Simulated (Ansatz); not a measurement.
# NiTe2 monolayer (1T): phonons and vibrational spectra

The cell of NiTe2 monolayer (1T) is at rest. What are its phonons? After the zone centre comes a 3×3×1 q mesh on a 15×15×1 k mesh.

Main program and level: Ansatz 0.2.0; DFT LDA, scalar-relativistic, plane waves, PAW.

## Step 1: The structure

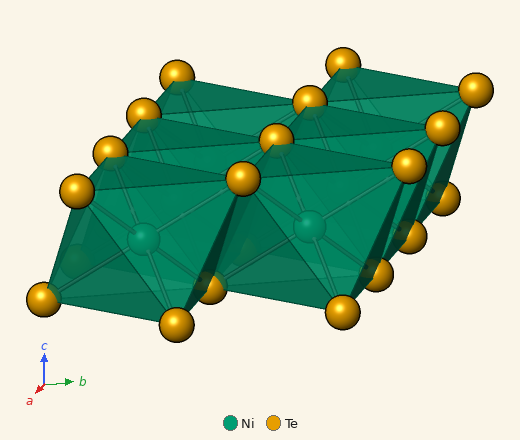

The starting structure, seen slightly off an axis (nickel teal, tellurium orange). 2×1×1 cells are drawn. Some periodic images of atoms are drawn too.

The cell holds 3 atoms: 1 Ni and 2 Te. Its edges and angles: a = 3.644 Å, b = 3.644 Å, c = 30.424 Å, α = 90.0°, β = 90.0°, γ = 120.0°. Vacuum lies along c.

## Step 2: Zone-centre response

The cell comes from relaxations at this level that are not shown. The zone centre comes first: it holds the modes that light can see, as far as symmetry allows. No field response is asked, since the mesh shows no gap.

input.yaml reads:

```yaml
crystal:
  lattice:
    - [3.6437744092, 0.0, 0.0]
    - [-1.8218872046, 3.155601204, 0.0]
    - [0.0, 0.0, 30.424]
  atoms:
    - { symbol: Ni, position: [0.0, 0.0, 0.328687878] }
    - { symbol: Te, position: [0.3333333333, 0.6666666667, 0.3738604238] }
    - { symbol: Te, position: [0.6666666667, 0.3333333333, 0.2835153322] }
  periodic: [true, true, false]
kpoints:
  mp_grid: { grid: [15, 15, 1] }
hamiltonian:
  xc: lda
scf:
  occupations: { method: methfessel_paxton, width: 0.15 }
output:
  eigenvalues: true
phonons:
  method: dfpt
```

Command:

```sh
> ansatz run input.yaml --threads 8 --pin off --max-ram 14336MiB --backend cpu --events-out ev --progress --plain --runs-dir out
```

Numbers of over 12 decimals in the logs are rounded to 6 here.

Output:

```text
Warning: crystal.symmetry: narrowed to the stabiliser of the run's FFT grids — unitary ops 12 → 6. A phonons.method: dfpt run fills in the rows of the dynamical matrix that it does not solve by its symmetry operations, which is exact only for operations that map its FFT grids onto themselves: filled in by any other, the frequencies could depend on the order in which like atoms are typed, or, by more than the grids' own error, on where the crystal sits among the grids' points. Excluded: 6 operations. The run can therefore solve more perturbations, solve them on more k-points, or both, and cost more. [rest of the remark cut]
Engine: ansatz 0.2.0, aarch64-unknown-linux-gnu
Pseudopotentials: kind: paw
Pseudopotential: Ni, paw, valence charge 18, recommended cutoff 420 eV (normal), Ni.paw.azcp
Pseudopotential: Te, paw, valence charge 16, recommended cutoff 420 eV (normal), Te.paw.azcp
Functional definition: SPW92
  exchange = slater_x
  correlation = pw_c
Crystal: 3 atoms, lattice volume = 349.824 Å³
Basis set: ecut = 420 eV, 6749 PW (Γ), exchange–correlation on 50×50×432 points (8 copies of the dense FFT grid, shifted against one another)
Bands: 30, of which v1, the nominal top of the filled ones, is band 25 counted from 1 (24 counted from 0)
Symmetry: 12 space group operations
k-points: 64 of 225 (irreducible under 2 space group operations, time reversal used)
Non-local potential: Ni, projectors of the file, l = 0: 3, l = 1: 2, l = 2: 3, l = 3: 1
Non-local potential: Te, projectors of the file, l = 0: 2, l = 1: 2, l = 2: 2, l = 3: 2
PAW form: soft (Blöchl's): semilocal exchange-correlation on the pseudo side does not see the compensation charge
PAW frozen core: Ni, regenerated for the run's functional, and the local potential with it (the file was generated under x = pbe(κ = 0.804, μ = 0.219515), c = pbe(β = 0.066725))
PAW frozen core: Te, regenerated for the run's functional, and the local potential with it (the file was generated under x = pbe(κ = 0.804, μ = 0.219515), c = pbe(β = 0.066725))
PAW one-centre angular grid: Ni, 590 points (default); XC on 64 Gauss nodes
PAW one-centre angular grid: Te, 590 points (default); XC on 64 Gauss nodes
Initial density: superposition of atomic densities (neutral atoms: chi_scale 0, normalization atom), corrected by the library's trained network
Initial wavefunctions: pseudopotential atomic-orbital guess
Functional: x = slater, c = lda
SCF iter   1: F=—  HF=-19428.123445 eV  |F-HF|=—  |Δ(HF+E_count)|=         —  Δρ=5.12e-3  dr2=4.40e-2  ethr=1.77e-3  ⟨swp⟩=14.8  Hψ=13278  notcnv=0
preconditioner: auto → LDOS  [metal: Δε(μ)=0.041 eV  Ē_g=7.994 eV  σ=0.150 eV  W_gap=0.23  n_scr=18 (ndim 8)  ℏωp=9.3 eV  f_vac=0.774  D(μ)=1.67/eV (n_scr^D=8)  β→1.0]
SCF iter   2: F=—  HF=-19428.117426 eV  |F-HF|=—  |Δ(HF+E_count)|=   6.02e-3  S|Δr|=    0.00e0  Δρ=3.86e-3  dr2=2.84e-2  ethr=8.80e-5  ⟨swp⟩=3.3  Hψ=5175  notcnv=0  defer=11
SCF iter   3: F=—  HF=-19428.113228 eV  |F-HF|=—  |Δ(HF+E_count)|=   4.20e-3  S|Δr|=    0.00e0  Δρ=2.16e-3  dr2=1.01e-2  ethr=5.69e-5  ⟨swp⟩=2.9  Hψ=4365  notcnv=0  defer=14
SCF iter   4: F=—  HF=-19428.112280 eV  |F-HF|=—  |Δ(HF+E_count)|=   9.49e-4  S|Δr|=    0.00e0  Δρ=1.07e-3  dr2=2.56e-3  ethr=2.02e-5  ⟨swp⟩=2.1  Hψ=2612  notcnv=0  defer=14
SCF iter   5: F=—  HF=-19428.112004 eV  |F-HF|=—  |Δ(HF+E_count)|=   2.76e-4  S|Δr|=    0.00e0  Δρ=3.96e-4  dr2=3.63e-4  ethr=5.13e-6  ⟨swp⟩=2.0  Hψ=2718  notcnv=0  defer=14
SCF iter   6: F=—  HF=-19428.112000 eV  |F-HF|=—  |Δ(HF+E_count)|=   4.45e-6  S|Δr|=    0.00e0  Δρ=3.79e-5  dr2=3.27e-6  ethr=7.27e-7  ⟨swp⟩=3.3  Hψ=3994  notcnv=0  defer=14
SCF iter   7: F=—  HF=-19428.112091 eV  |F-HF|=—  |Δ(HF+E_count)|=   9.10e-5  S|Δr|=    0.00e0  Δρ=1.90e-5  dr2=1.05e-6  ethr=6.54e-9  ⟨swp⟩=3.2  Hψ=4205  notcnv=0  defer=14
SCF iter   8: F=—  HF=-19428.112093 eV  |F-HF|=—  |Δ(HF+E_count)|=   2.55e-6  S|Δr|=    0.00e0  Δρ=5.19e-6  dr2=7.25e-8  ethr=2.10e-9  ⟨swp⟩=2.8  Hψ=2710  notcnv=0  defer=14
SCF iter   9: F=—  HF=-19428.112093 eV  |F-HF|=—  |Δ(HF+E_count)|=   1.74e-7  S|Δr|=    0.00e0  Δρ=1.20e-6  dr2=5.24e-9  ethr=1.45e-10  ⟨swp⟩=3.3  Hψ=3572  notcnv=0  defer=14
SCF iter  10: F=—  HF=-19428.112093 eV  |F-HF|=—  |Δ(HF+E_count)|=   1.97e-8  S|Δr|=    0.00e0  Δρ=2.86e-7  dr2=2.92e-10  ethr=1.05e-11  ⟨swp⟩=2.9  Hψ=3289  notcnv=0  defer=14
SCF iter  11: F=—  HF=-19428.112093 eV  |F-HF|=—  |Δ(HF+E_count)|=   4.52e-9  S|Δr|=    0.00e0  Δρ=7.21e-8  dr2=3.27e-11  ethr=1.00e-12  ⟨swp⟩=2.5  Hψ=2960  notcnv=0  defer=14
SCF iter  12: F=—  HF=-19428.112093 eV  |F-HF|=—  |Δ(HF+E_count)|=  9.93e-10  S|Δr|=    0.00e0  Δρ=8.37e-8  dr2=1.88e-11  ethr=1.00e-12  ⟨swp⟩=15.5  Hψ=13468  notcnv=0
SCF iter  13: F=-19428.112093 eV  HF=-19428.112093 eV  |F-HF|=7.28e-12  |Δ(HF+E_count)|=  9.09e-11  S|Δr|=    0.00e0  Δρ=6.80e-9  dr2=1.11e-13  ethr=1.00e-12  ⟨swp⟩=6.3  Hψ=9820  notcnv=0
SCF 1 converged in 13 iterations: F = -19428.112093 eV  dr2 = 1.11e-13
  greatest PAW one-centre occupation: 1.002 electrons in one spin orbital (limit 2), on the Ni atom at site 0 (counted from 0), in its partial waves of l = 1
DFPT response loops at Γ: preconditioner auto → none (partly filled bands, converged f_vac=0.773); β = 0.50; Broyden in place of MSR1
SCF converged after 13 iterations
Stability not checked: this state was not tested for a lower state beside it, because cold or Methfessel-Paxton smearing, or corrected tetrahedra, fill the levels in a way that the test cannot read (fill_not_monotonic; see scf.lower_state_search)
Free energy (F): -19428.112093 eV
Harris-Foulkes:  -19428.112093 eV  (|F-HF|=7.28e-12)
Internal energy: -19428.110561 eV  (E = F + TS)
E sigma→0 (E₀):  -19428.111710 eV
Entropy (-TS):   -0.001532 eV (-0.511 meV/atom)
Fermi energy:    -4.716204 eV
--- Per-component energies (eV) ---
  E_band       = -1668.878645
  E_kinetic    = 651.318516
  E_local      = -129014.579669  (includes V_loc(G=0)·N_el)
  E_nonlocal   = 30.198203
  E_hartree    = 64139.401938
  E_xc         = -333.638953
  E_vxc        = -321.014127  (∫ρ·V_xc dr)
  E_paw        = -10584.874366  (= ΣΔE_a)
  E_vpaw       = -1293.605491  (= ΣTr[D̂ρ^β])
  E_aug_tail   = 0.000002  (compensation charges beyond the density's cutoff)
  E_ewald      = 55682.272325
  E_core_change = 1.791443  (= ΣΔE_core)
  E_smearing   = -0.001532  (= −TS)
  E_closure    = 0.000000  (closes the sum)
  Σ components = -19428.112093   (vs F -19428.112093, Δ=0.00e0)
--- Band table (eV; the first three rows and the last of 64) ---
  k-point 0: bands = [... 21 lower, -6.6401, -5.7572, -3.9517, -3.9517, -2.7274, -2.7274, -0.8330 (-0.8336°), -0.4514, ... 1 higher]
  k-point 1: bands = [... 21 lower, -6.6659, -5.6710, -4.3616, -4.0970, -3.0907, -2.7517, -0.7476 (-0.7483°), -0.3771, ... 1 higher]
  k-point 2: bands = [... 21 lower, -6.7559, -5.4802, -5.1723, -4.4664, -3.8372, -2.8238, -0.5346 (-0.5353°), -0.2163, ... 1 higher]
  k-point 63: bands = [... 21 lower, -7.0455, -6.9385, -6.6669, -5.9421, -4.7955, -3.7088, -0.0323, 0.4719, ... 1 higher]
  ° read free of the cell's end (the report's vacuum.weakly_bound_levels)
--- Phonons (Γ-DFPT): 6 representative perturbations + reference, on 64 of 225 k-points (Σ response iterations 31) ---
  ASR residual: 3.619e-5 → 0.000e0 eV/Å²; symmetrization residual: 6.642e-5 eV/Å²
  The last average, over the group as it would stand without the narrowing to the FFT grids, took up to 1.295e-5 eV/Å² of the zone centre's force constants
  ASR residual per site (eV/Å²): 3.62e-5 2.24e-5 2.79e-5
  Γ frequencies (cm⁻¹): 0.00 0.00 0.00 111.29 111.29 154.70 239.70 239.70 248.90
  non-analytic LO–TO correction: not included (Born effective charges unavailable; polar crystals: no LO–TO splitting at Γ)
```

It took 80 s on 8 threads of Arm Neoverse V2, shared host; peak memory 2.5 GiB.

The column dr2 measures how far the density is from self-consistency, as an energy; F and HF (Harris–Foulkes) agree once it is small.

This run has no spin polarisation, although Ni can carry a moment.

This step gave:

- gap on the k-mesh: 0 eV
- sum-rule residual before enforcement: 3.62e-5 eV/Å²
- point group: -3m
- area per atom: 3.833 Å²
- highest optical mode at the zone centre (no LO-TO term): 248.9 cm⁻¹
- lowest optical zone-centre mode: 111.3 cm⁻¹

Patterns of degenerate modes are one choice out of their space. The modes at Γ (shares of kinetic energy by element, %):

| mode | frequency (cm⁻¹) | symmetry | Ni % | Te % |
| --- | --- | --- | --- | --- |
| 1 | 0.0 | acoustic | 19 | 81 |
| 2 | 0.0 | acoustic | 19 | 81 |
| 3 | 0.0 | acoustic | 19 | 81 |
| 4 | 111.3 | Eg | 0 | 100 |
| 5 | 111.3 | Eg | 0 | 100 |
| 6 | 154.7 | A1g | 0 | 100 |
| 7 | 239.7 | Eu | 81 | 19 |
| 8 | 239.7 | Eu | 81 | 19 |
| 9 | 248.9 | A2u | 81 | 19 |

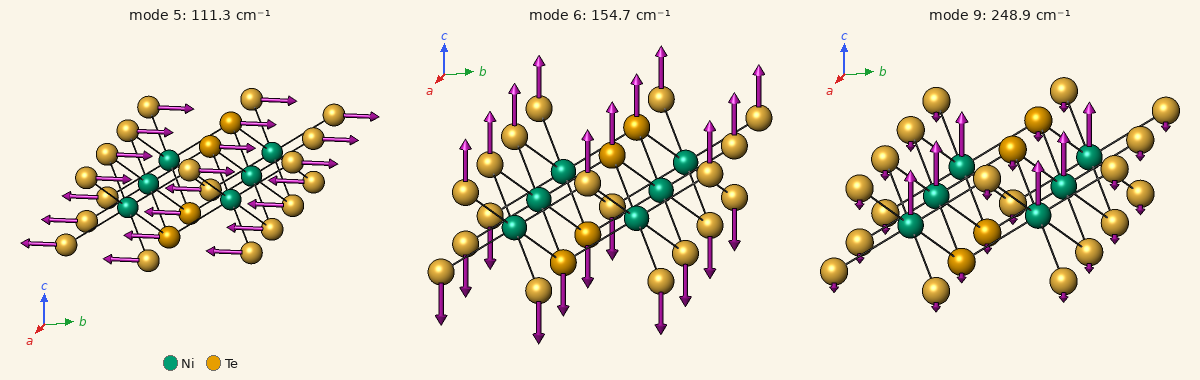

Displacement patterns of modes 5, 6 and 9 at Γ; arrows are exaggerated. 2×1×1 cells are drawn. Some periodic images of atoms are drawn too.

Before it was imposed, the acoustic sum rule was missed by 3.6e-5 eV/Å². Small misses are needed for a sound result but don't prove that mesh and cutoff are converged. The lowest optical mode is real, 111 cm⁻¹.

## Step 3: The dispersion

Stability and thermal properties need the whole zone. Linear response on a 3×3×1 q mesh gives force constants as far as a supercell of that size would.

input.yaml, as its differences from that of step 2:

```diff
@@ -20 +20,10 @@
   method: dfpt
+  qmesh: [3, 3, 1]
+  temperatures: { t_max: 1000, t_step: 50 }
+  qpath:
+    path:
+      - [0.0, 0.0, 0.0]
+      - [0.5, 0.0, 0.0]
+      - [0.33333333, 0.33333333, 0.0]
+      - [0.0, 0.0, 0.0]
+    npoints: 10
```

Output:

```text
[...]
Crystal: 3 atoms, lattice volume = 349.824 Å³
Basis set: ecut = 420 eV, 6749 PW (Γ), exchange–correlation on 50×50×432 points (8 copies of the dense FFT grid, shifted against one another)
Bands: 30, of which v1, the nominal top of the filled ones, is band 25 counted from 1 (24 counted from 0)
Symmetry: 12 space group operations
k-points: 27 of 225 (irreducible under 6 space group operations, time reversal used)
[...]
SCF iter   1: F=—  HF=-19428.123296 eV  |F-HF|=—  |Δ(HF+E_count)|=         —  Δρ=5.13e-3  dr2=4.39e-2  ethr=1.77e-3  ⟨swp⟩=14.6  Hψ=5519  notcnv=0
[...]
SCF iter  12: F=-19428.112093 eV  HF=-19428.112093 eV  |F-HF|=5.46e-11  |Δ(HF+E_count)|=  5.68e-10  S|Δr|=    0.00e0  Δρ=4.19e-8  dr2=5.31e-12  ethr=1.00e-12  ⟨swp⟩=16.4  Hψ=5874  notcnv=0
SCF 1 converged in 12 iterations: F = -19428.112093 eV  dr2 = 5.31e-12
[...]
phonons: the bands overlap, so this run is a metal and interpolates without the dipole-dipole term. If the crystal is really an insulator or semiconductor, its LO-TO splitting is missing
NSCF: frozen V_eff on 27 k-points
WARN: eigensolver did not converge (k=24): 1 band(s) unlocked after 3 eigensolves, warm-restarted (20 sweeps on the last) at ethr=2.01e-12 eV (storage-precision floor; scheduled 1.00e-12 eV) (lowest unlocked band 29, counted from 0; max residual 9.86e-6 eV among the unlocked bands, 9.86e-6 eV over every band; other slots of this pass that fall short are told together in one closing line; warning suppressed until the next SCF loop or pass starts)
[...]
DFPT response loops at q = (0, 0, 0) (fractional): preconditioner auto → none (partly filled bands, converged f_vac=0.773); β = 0.50; Broyden in place of MSR1
[...]
SCF converged after 12 iterations
[...]
Free energy (F): -19428.112093 eV
[...]
Internal energy: -19428.110561 eV  (E = F + TS)
E sigma→0 (E₀):  -19428.111710 eV
Entropy (-TS):   -0.001532 eV (-0.511 meV/atom)
Fermi energy:    -4.716204 eV
[...]
--- Band table (eV; the first three rows and the last of 27) ---
  k-point 0: bands = [... 21 lower, -6.6401, -5.7572, -3.9517, -3.9517, -2.7274, -2.7274, -0.8330 (-0.8336°), -0.4514, ... 1 higher]
  k-point 1: bands = [... 21 lower, -6.6659, -5.6710, -4.3616, -4.0970, -3.0907, -2.7517, -0.7476 (-0.7483°), -0.3771, ... 1 higher]
  k-point 2: bands = [... 21 lower, -6.7559, -5.4802, -5.1723, -4.4664, -3.8372, -2.8238, -0.5346 (-0.5353°), -0.2163, ... 1 higher]
  k-point 26: bands = [... 21 lower, -7.8123, -7.0964, -6.4700, -6.4700, -4.4527, -4.4527, -0.3911, 1.6489, ... 1 higher]
  ° read free of the cell's end (the report's vacuum.weakly_bound_levels)
--- Phonons (Γ-DFPT): 6 representative perturbations + reference (Σ response iterations 29) ---
  ASR residual: 9.507e-5 → 0.000e0 eV/Å²; symmetrization residual: 1.045e-5 eV/Å²
[...]
ASR residual per site (eV/Å²): 9.51e-5 2.74e-5 3.35e-5
  Γ frequencies (cm⁻¹): 0.00 0.00 0.00 111.29 111.29 154.70 239.70 239.70 248.90
--- Phonons (arbitrary-q DFPT): 3 irreducible q on the 3×3×1 mesh ---
  q = [0.0000, 0.0000, 0.0000] (star 1, of the zone-centre solve; hermiticity 1.92e-6, symmetrization 3.01e-12, taken by the last average 2.77e-7): -0.00 0.00 0.00 111.29 111.29 154.70 239.70 239.70 248.90
  q = [0.0000, 0.3333, 0.0000] (star 6, 9 solved perturbations on 120 of 225 k-point pairs; hermiticity 4.26e-6, symmetrization 2.30e-10, taken by the last average 1.76e-6): 45.40 59.65 85.84 105.17 110.12 133.80 240.06 242.12 246.25
  q = [0.3333, 0.3333, 0.0000] (star 2, 6 solved perturbations in 498 linear systems a pass and spin channel, the states on 120 of 225 k-point pairs; hermiticity 1.46e-6, symmetrization 4.12e-7, taken by the last average 2.56e-7): 54.26 88.20 88.20 94.40 94.40 124.45 244.35 244.35 245.05
  sum rule: each row above includes the acoustic sum rule's correction from the zone centre's row sums; it moved no ω² by more than (0.66 cm⁻¹)²
  mesh force constants: q→R imaginary residual 0.00e0; ASR residual 9.507e-5 → 0.000e0 eV/Å²; symmetrization residual 8.882e-15 eV/Å²
  interpolated dispersion: 31 rows × 9 modes
  density of states and harmonic sums: on the 21×21×1 q-mesh, interpolated from the force constants of a 3×3×1 supercell (no non-analytic term)
  largest difference from the sums on the solved wave vectors: F 9.35e-2 eV, S 1.22e-4 and C_V 2.81e-5 eV/K
  zero-point energy: 0.078116 eV/cell   skipped modes (ω ≤ 0): 3   left out of the sums: 7.56e-4 of the cell's modes: C_V's classical limit lies that fraction below 3 k_B per atom; for a crystal, a wire or a layer, F and S can be off by more, and a phonons.interpolated_qmesh denser along its periods is the remedy for the sampling
```

Run time: 5.2 min. Hardware: 8 threads; peak memory 3.3 GiB; 40 min of CPU time.

This step gave:

* sum-rule residual before enforcement: 9.51e-5 eV/Å²
* lowest frequency on the path: 0 cm⁻¹
* highest frequency on the path or at a solved wavevector: 250.2 cm⁻¹
* mean frequency: 140.1 cm⁻¹
* lowest mode on the q mesh (acoustic modes at Γ apart): 45.4 cm⁻¹
* zero-point energy per atom: 26.04 meV
* heat capacity at 300 K: 23.77 J/(mol atoms K)
* vibrational entropy at 300 K: 39.85 J/(mol atoms K)
* edges of the widest gap between branches, on path and mesh: 154.7, 238 cm⁻¹

Frequencies (cm⁻¹) solved at each irreducible wavevector; negative means imaginary. Frequencies by wavevector, by row:

| q in reciprocal lattice units | star | mode 1 | mode 2 | mode 3 | mode 4 | mode 5 | mode 6 | mode 7 | mode 8 | mode 9 |
| --- | --- | --- | --- | --- | --- | --- | --- | --- | --- | --- |
| 0 0 0 | 1 | 0 | 0 | 0 | 111.3 | 111.3 | 154.7 | 239.7 | 239.7 | 248.9 |
| 0 0.3333 0 | 6 | 45.4 | 59.6 | 85.8 | 105.2 | 110.1 | 133.8 | 240.1 | 242.1 | 246.2 |
| 0.3333 0.3333 0 | 2 | 54.3 | 88.2 | 88.2 | 94.4 | 94.4 | 124.5 | 244.3 | 244.3 | 245.1 |

Interpolated from a 3×3×1 q mesh. Phonon branches along the path, in cm⁻¹:

| point | branch 1 | branch 2 | branch 3 | branch 4 | branch 5 | branch 6 | branch 7 | branch 8 | branch 9 |
| --- | --- | --- | --- | --- | --- | --- | --- | --- | --- |
| Γ | 0 | 0 | 0 | 111 | 111 | 155 | 240 | 240 | 249 |
| M | 45 | 59 | 99 | 100 | 101 | 131 | 241 | 242 | 250 |
| K | 54 | 88 | 88 | 94 | 94 | 124 | 244 | 244 | 245 |
| Γ | 0 | 0 | 0 | 111 | 111 | 155 | 240 | 240 | 249 |

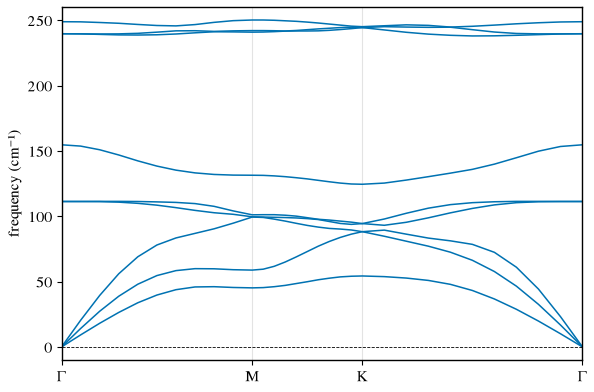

Phonon branches along the path.

(Part 1 of 2 ends here.)

[Logs are printed without paths, hosts, clocks, repeated set-up lines and the standing remarks that a program may print on its own settings, such as how far it seeks lower states.]

[Hosts, paths, dates, database ids (printed as entryN), source tags and the programs' standing remarks are cut or masked in the printed files.]
